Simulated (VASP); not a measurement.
Band structure of PbO. Computed with PBE GGA, VASP's PBE PAW potentials (set 64) (plane waves; VASP).

The cell holds a wide vacuum, so values per volume refer to the whole cell. Unless said otherwise, spin-orbit coupling is left out, though it shifts the bands of the heavy elements here.

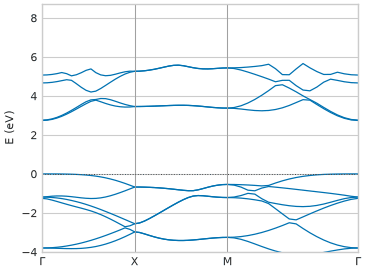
*Bands along high-symmetry lines, zero at the valence-band maximum or, without a gap, the Fermi level*

### Question
Read the plot: is there a gap, and where are the band edges?

### Answer
The gap is direct, 2.74 eV, from the valence maximum at Γ to the conduction minimum at Γ.

The cell is a sheet with vacuum, built from a generated structure.
